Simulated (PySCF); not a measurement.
# C4H9ClO (2-chloroethyl ethyl ether): levels of theory compared

Wanted: a comparison of 4 runs (PBE0/6-31G*, SVWN5/6-31G*, r2SCAN/6-31G*, revPBE/6-31G*) of C4H9ClO (2-chloroethyl ethyl ether). The job is set up through a Python script.

The calculation is run with PySCF 2.14.0.

## Step 1: The structure to begin with

C4H9ClO: 15 atoms, total charge 0, spin state singlet. As SMILES, `CCOCCCl`. The shape is that of a GFN2-xTB optimisation. This is one conformer, not always the lowest.

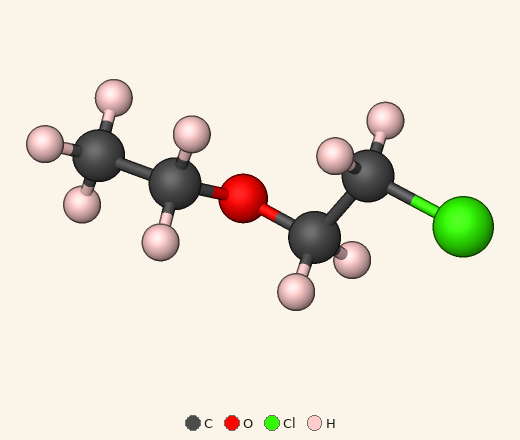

The structure, seen from a chosen angle (carbon dark grey, oxygen red, chlorine green, hydrogen pink).

## Step 2: The energy at PBE0/6-31G(d) (spherical functions) (run 1)

Contents of calc.py:

```python
from pyscf import gto, dft

mol = gto.Mole()
mol.atom = '''
C      0.877929    -4.474153    -0.237557
C      1.143776    -1.639507     0.151046
O     -0.886943    -0.433692    -1.106019
C     -0.714392     2.203685    -1.271710
C     -1.365214     3.520900     1.220725
Cl    -1.463555     6.844607     0.752470
H     -0.910735    -5.116131     0.538723
H      0.911887    -4.910359    -2.243445
H      2.416374    -5.459400     0.698386
H      1.114201    -1.197803     2.181311
H      2.949503    -0.966538    -0.633039
H      1.182817     2.786061    -1.892655
H     -2.086050     2.759624    -2.713911
H      0.051703     3.159546     2.671185
H     -3.221303     2.923142     1.884473
'''
mol.verbose = 4
mol.unit = 'bohr'
mol.max_memory = 1860
mol.basis = '6-31g*'
mol.build()

calc0 = dft.RKS(mol, xc='pbe0')
calc0.conv_tol = 1e-10
calc0.grids.level = 5
calc0.kernel()
if not calc0.converged:
    calc0 = calc0.newton().run(calc0.mo_coeff, calc0.mo_occ)

e_final = calc0.e_tot
print('E(%s) = %.9f' % ('PBE0', e_final))
```

On the command line:

```console
$ OMP_NUM_THREADS=1 python calc.py
```

What it wrote:

```text
PySCF version 2.14.0

[... 82 lines left out ...]
converged SCF energy = -692.806138982496
E(PBE0) = -692.806138982
```

It took 38 s on 1 thread of Intel Xeon at 2.70GHz, shared host; peak memory 0.58 GiB.

## Step 3: A single-point energy at SVWN5/6-31G(d) (spherical functions) (run 2)

Contents of calc.py:

```python
from pyscf import gto, dft

mol = gto.M(
    atom=[
    ('C', (0.464580, -2.367620, -0.125710)),
    ('C', (0.605260, -0.867590, 0.079930)),
    ('O', (-0.469350, -0.229500, -0.585280)),
    ('C', (-0.378040, 1.166140, -0.672960)),
    ('C', (-0.722440, 1.863180, 0.645980)),
    ('Cl', (-0.774480, 3.622010, 0.398190)),
    ('H', (-0.481940, -2.707340, 0.285080)),
    ('H', (0.482550, -2.598450, -1.187180)),
    ('H', (1.278690, -2.888990, 0.369570)),
    ('H', (0.589610, -0.633850, 1.154300)),
    ('H', (1.560810, -0.511470, -0.334990)),
    ('H', (0.625920, 1.474320, -1.001550)),
    ('H', (-1.103890, 1.460330, -1.436140)),
    ('H', (0.027360, 1.671960, 1.413530)),
    ('H', (-1.704640, 1.546860, 0.997220)),
],
    max_memory=1860,
    verbose=3,
    basis='6-31g*',
)

myscf = dft.RKS(mol, xc='svwn')
myscf.conv_tol = 1e-10
myscf.grids.level = 5
myscf.kernel()
if not myscf.converged:
    myscf = myscf.newton().run(myscf.mo_coeff, myscf.mo_occ)

energy = myscf.e_tot
print(f'total energy: {energy:.8f} hartree')
```

On the command line:

```console
$ OMP_NUM_THREADS=1 python calc.py
```

What it wrote:

```text
converged SCF energy = -689.704116507158
total energy: -689.70411651 hartree
```

It took 38 s on 1 thread of Intel Xeon at 2.70GHz, shared host; peak memory 0.4 GiB.

## Step 4: The energy at r2SCAN/6-31G(d) (spherical functions) (run 3)

Contents of input.py:

```python
from pyscf import gto, dft

molecule = gto.M(
    atom='''
C      0.464580    -2.367620    -0.125710
C      0.605260    -0.867590     0.079930
O     -0.469350    -0.229500    -0.585280
C     -0.378040     1.166140    -0.672960
C     -0.722440     1.863180     0.645980
Cl    -0.774480     3.622010     0.398190
H     -0.481940    -2.707340     0.285080
H      0.482550    -2.598450    -1.187180
H      1.278690    -2.888990     0.369570
H      0.589610    -0.633850     1.154300
H      1.560810    -0.511470    -0.334990
H      0.625920     1.474320    -1.001550
H     -1.103890     1.460330    -1.436140
H      0.027360     1.671960     1.413530
H     -1.704640     1.546860     0.997220
''',
    verbose=3,
    max_memory=1860,
    charge=0,
    basis='6-31g*',
    spin=0,
)

mf = dft.RKS(molecule, xc='r2scan')
mf.grids.level = 5
mf.conv_tol = 1e-10
mf.kernel()
if not mf.converged:
    mf = mf.newton().run(mf.mo_coeff, mf.mo_occ)

e_tot = mf.e_tot
print('Final energy', e_tot)
```

On the command line:

```console
$ OMP_NUM_THREADS=1 python input.py
```

What it wrote:

```text
converged SCF energy = -693.055796846836
Final energy -693.0557968468361
```

Run time: 85 s. Hardware: 1 thread of Intel Xeon at 2.70GHz, shared host; peak memory 0.59 GiB.

## Step 5: The energy at revPBE/6-31G(d) (spherical functions) (run 4)

Contents of calc.py:

```python
from pyscf import gto, dft

mol = gto.M(
    atom='''
C      0.877929    -4.474153    -0.237557
C      1.143776    -1.639507     0.151046
O     -0.886943    -0.433692    -1.106019
C     -0.714392     2.203685    -1.271710
C     -1.365214     3.520900     1.220725
Cl    -1.463555     6.844607     0.752470
H     -0.910735    -5.116131     0.538723
H      0.911887    -4.910359    -2.243445
H      2.416374    -5.459400     0.698386
H      1.114201    -1.197803     2.181311
H      2.949503    -0.966538    -0.633039
H      1.182817     2.786061    -1.892655
H     -2.086050     2.759624    -2.713911
H      0.051703     3.159546     2.671185
H     -3.221303     2.923142     1.884473
''',
    charge=0,
    spin=0,
    unit='bohr',
    verbose=4,
    basis='6-31g*',
    max_memory=1860,
)

mf = dft.RKS(mol)
mf.xc = 'revpbe'
mf.conv_tol = 1e-10
mf.grids.level = 5
mf.kernel()
if not mf.converged:
    mf = mf.newton().run(mf.mo_coeff, mf.mo_occ)

energy = mf.e_tot
print('E(%s) = %.9f' % ('REVPBE', energy))
```

On the command line:

```console
$ OMP_NUM_THREADS=1 python calc.py
```

What it wrote:

```text
PySCF version 2.14.0

[... 89 lines left out ...]
converged SCF energy = -693.066381624738
E(REVPBE) = -693.066381625
```

It took 55 s on 1 thread of Intel Xeon at 2.70GHz, shared host; peak memory 0.58 GiB.

## Step 6: Overview of the runs

```
run                                level  energy (Eh)  dipole moment (D)  HOMO energy (eV)  LUMO energy (eV)  wall time
  1    PBE0/6-31G* (spherical functions)  -692.806139               2.12             -7.41              1.08       38 s
  2   SVWN5/6-31G* (spherical functions)  -689.704117               2.09             -5.86             -0.25       38 s
  3  r2SCAN/6-31G* (spherical functions)  -693.055797               2.17             -6.18              0.21       85 s
  4  revPBE/6-31G* (spherical functions)  -693.066382               2.08             -5.74              0.07       55 s
```

## Step 7: Outcome

```
            quantity          value
 run 4: total energy  -693.06638 Eh
run 4: dipole moment         2.08 D
  run 4: HOMO energy       -5.74 eV
  run 4: LUMO energy        0.07 eV
run 4: HOMO–LUMO gap        5.80 eV
```

What this shows: The dipole moment (its size) runs from 2.08 D (revPBE/6-31G*) to 2.17 D (r2SCAN/6-31G*). The HOMO–LUMO gap runs from 5.62 eV (SVWN5/6-31G*) to 8.49 eV (PBE0/6-31G*). Totals of different functionals can't be ranked against each other. All runs together took 3.6 min, the longest 85 s.
